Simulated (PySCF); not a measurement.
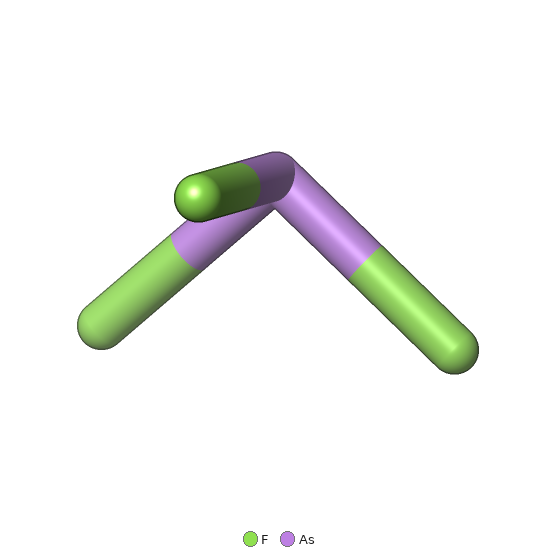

Computed geometry: PBE0-D3(BJ)/def2-SVP optimisation. No frequency run is at hand to confirm it as a minimum.

Describe the molecule.

The molecule is AsF3. As SMILES it reads `F[As](F)F`. This geometry has C3v symmetry. Coordination: 1 As trigonal pyramidal.

More results for the same structure follow; atom numbers are the same in all pictures, views and colours differ.

## Shape

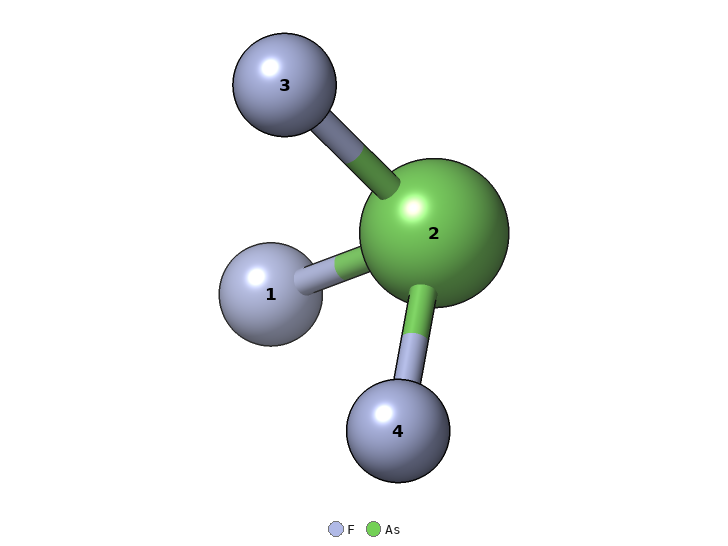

No frequency run is at hand to confirm it as a minimum.

Which atoms are bonded, and how long are the bonds?

| bond | length (Å) | order |
| --- | --- | --- |
| F1–As2 | 1.726 | single |
| As2–F3 | 1.726 | single |
| As2–F4 | 1.725 | single |

## Spin–spin coupling

No frequency run is at hand to confirm it as a minimum. Level of theory: B3LYP/pcJ-1 (pcSseg-1 on As) indirect spin-spin coupling, non-relativistic, gas phase (PySCF 2.14.0). Isotopes: 19F.

Give the spin–spin coupling constants of these pairs, with the number of bonds between them: F1/F4, F1/F3, F3/F4.

| pair | bonds apart | J (Hz) |
| --- | --- | --- |
| F1, F4 | 2 | 56.2 |
| F1, F3 | 2 | 57.9 |
| F3, F4 | 2 | 56.1 |

Density functionals are unreliable for couplings to fluorine, so those rows may be far off.

## Excitation

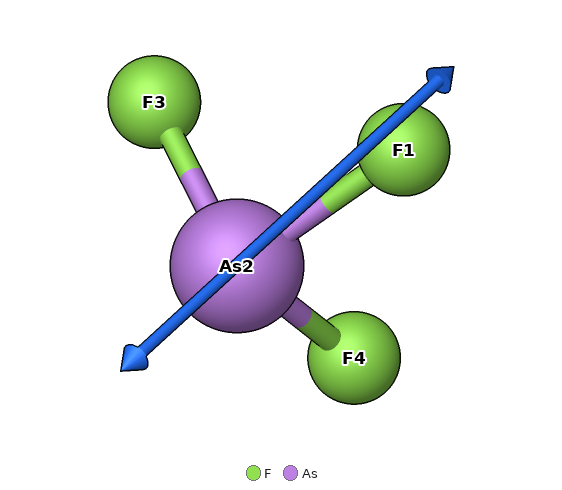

The double arrow shows the direction of the transition dipole to excited singlet state 9 (its length means nothing). No frequency run is at hand to confirm it as a minimum. Properties computed with TDDFT PBE0/def2-SVPD, vertical, gas phase, core orbitals frozen in the response (PySCF 2.14.0).

> Where does the transition lie, and how strong is it?

9.47 eV (131 nm), oscillator strength 0.15, of mixed character, with the largest part HOMO−3 → LUMO+1 (weight 0.36); transition dipole 2.05 D.

## Core levels

No frequency run is at hand to confirm it as a minimum. Level of theory: delta-SCF UKS SCAN, pcX-2 on the ionised atom, pcseg-1 elsewhere, spin-free X2C (PySCF 2.14.0).

Give the core-electron binding energies (to vacuum) of F1 1s.

```json
{"atom": "F1", "level": "1s", "binding energy (eV)": "692.8"}
```
